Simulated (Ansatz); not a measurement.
## Electronic structure of C$_{2}$H$_{7}$FOSi in real space

Input file:

```
crystal:
  periodic: [false, false, false]
  atoms:
    - { symbol: C, position_ang: [-0.6999, 0.3786, 1.2183] }
    - { symbol: C, position_ang: [0.415, 0.1654, 0.2497] }
    - { symbol: O, position_ang: [1.2916, -0.7179, 0.9264] }
    - { symbol: Si, position_ang: [-0.0741, -0.3652, -1.494] }
    - { symbol: F, position_ang: [-0.9439, 0.8408, -2.1733] }
    - { symbol: H, position_ang: [-0.3777, 0.8023, 2.1705] }
    - { symbol: H, position_ang: [-1.4235, 1.1655, 0.8113] }
    - { symbol: H, position_ang: [-1.2614, -0.4844, 1.4058] }
    - { symbol: H, position_ang: [0.85376, -0.81936, 1.8085] }
    - { symbol: H, position_ang: [2.1648, -0.7318, 0.468] }
    - { symbol: H, position_ang: [-1.0438, -1.5676, -1.4066] }
    - { symbol: H, position_ang: [1.0667, -0.6712, -2.3051] }
basis:
  gaussian: { orbitals: def2-SVP }
hamiltonian:
  xc: r2scan
relax:
  f_tol: 0.02
  max_steps: 50
output:
  orbitals: {}
```

Command:

```sh
ansatz run input.yaml --threads 2 --pin off --max-ram 3072MiB --backend cpu --events-out ev --progress --plain --runs-dir out
```

The fields are those of the relaxed geometry.

Computed with Ansatz 0.2.0, RKS r2SCAN/def2-SVP.

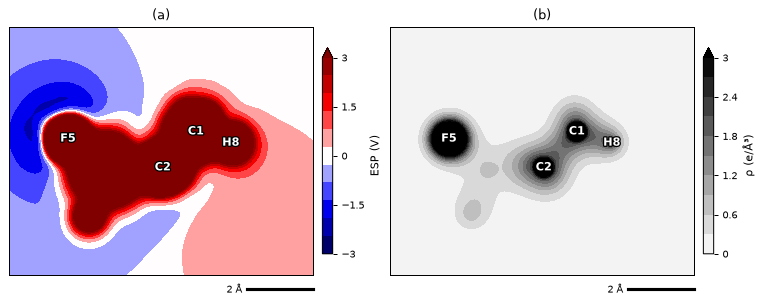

Figure 1. (a) molecular electrostatic potential; (b) total electron density on the plane of atoms C2, C1 and H8.

What do the fields say about this system?

Answer.
- Atoms in the plane: C, F and H.
- C–C (1.48 Å): ρ at the midpoint is about 1.7 e/Å³.
- C–H (1.11 Å): ρ at the midpoint is about 1.8 e/Å³.
- Outside the dense part of the molecule the potential is most negative (−2.0 V) near F5.

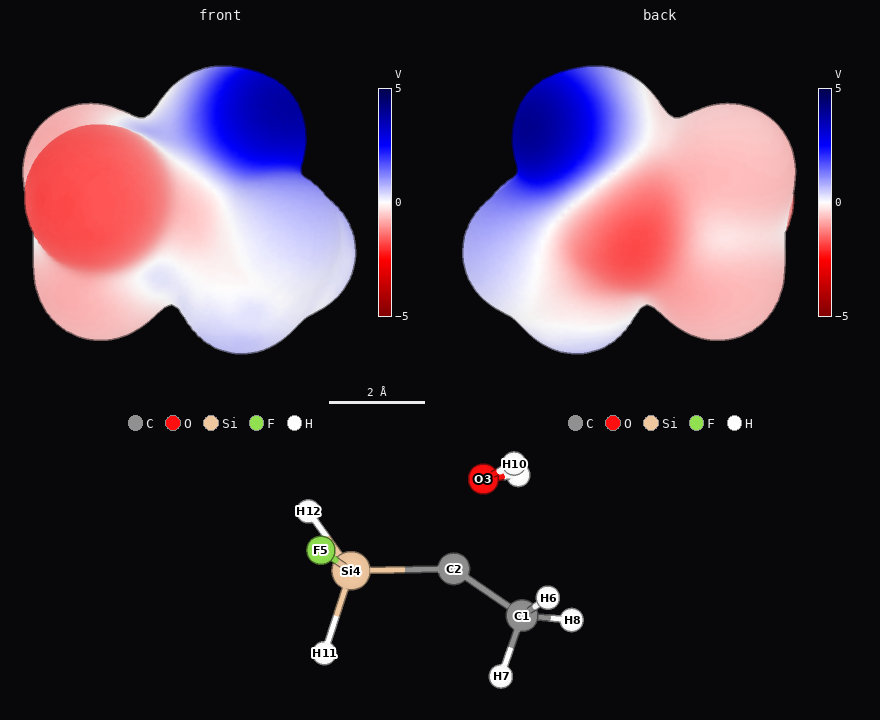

Figure 2. The molecular electrostatic potential painted on the density surface at 0.002 e/bohr³, seen from the front and from behind; red is negative and blue positive. The bare structure is drawn below in the same view.

Which sites attract a positive test charge, and which a negative one?

Answer. A positive charge is drawn to the negative regions and a negative charge to the positive ones. The most negative region (about −1.8 V) lies over C2 and F5, the most positive (about +3.9 V) over H9.

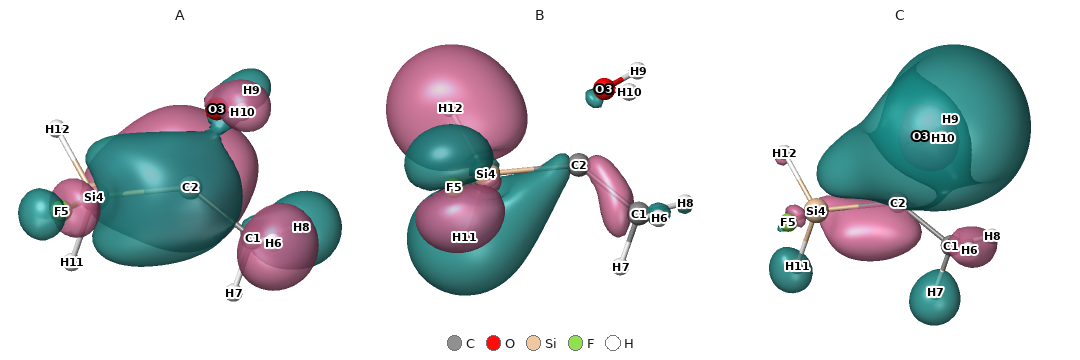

Figure 3. Three frontier orbitals at ±0.08 Å⁻³ᐟ² (teal and pink are the two phases), in no order.

Order the three orbitals by energy and name them.

Answer. B is the HOMO−1 (−7.32 eV). By Hirshfeld shares it lies mainly on Si4 (about 25 %), F5 (about 25 %), H12 (about 25 %) and H11 (about 15 %). A is the HOMO (−3.97 eV). Its weight (Hirshfeld) is mainly on C2 (about 60 %), Si4 (about 15 %) and C1 (about 10 %). C is the LUMO (−0.82 eV). It lies mainly on H10 (about 25 %), H9 (about 20 %), O3 (about 20 %), C2 (about 15 %) and Si4 (about 5 %).

What is the HOMO–LUMO gap?

Answer. 3.15 eV between the orbital energies.

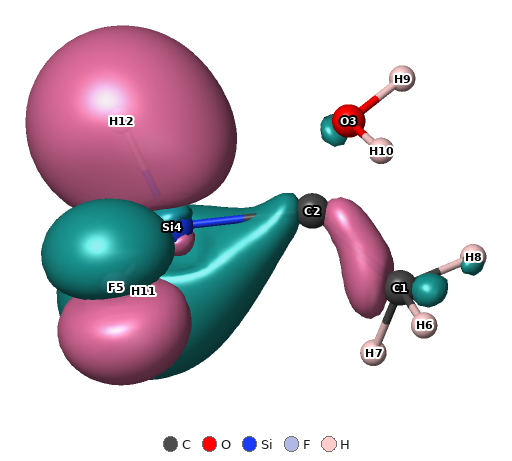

Figure 4. The HOMO−1 at ±0.08 Å⁻³ᐟ² (teal and pink are the two phases), seen at a tilt.

Describe this orbital and give its energy.

Answer. Its weight (Hirshfeld) is mainly on Si4 (about 25 %), F5 (about 25 %), H12 (about 25 %) and H11 (about 15 %). Its energy is −7.32 eV.
